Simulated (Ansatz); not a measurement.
The relaxed structure here is a generated cell of VBiO4: the first start was made by a random draw of sites in a space group, and the end was not matched to a known phase here, so it may be hypothetical. Known forms of VBiO4 include space group No. 88.

One stationary structure of VBiO4. Computed with PBEsol (plane waves to 420 eV, PAW, scalar-relativistic; Ansatz, a program for electronic structure).

I-42m (No. 121), tI12; a = b = 5.092 Å, c = 6.266 Å, α = β = γ = 90.00°.

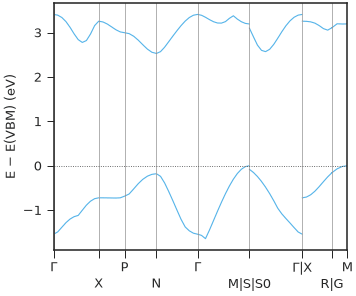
Figure. Highest filled and lowest empty band along the path of this cell's Brillouin zone

Question: Read off the gap and say whether it is direct.

Answer: 2.53 eV, indirect (valence top at M, conduction bottom at N) (no spin-orbit coupling).

Question: How far does the top valence band disperse along this path?

Answer: About 1.6 eV.

No spin polarisation in the result: the starting moments vanished. No Hubbard U is applied. Spin-orbit coupling is missing; with elements this heavy it can move band edges by tenths of an eV or more.

The run could not lose the symmetry of its start, so the end can be a saddle point.
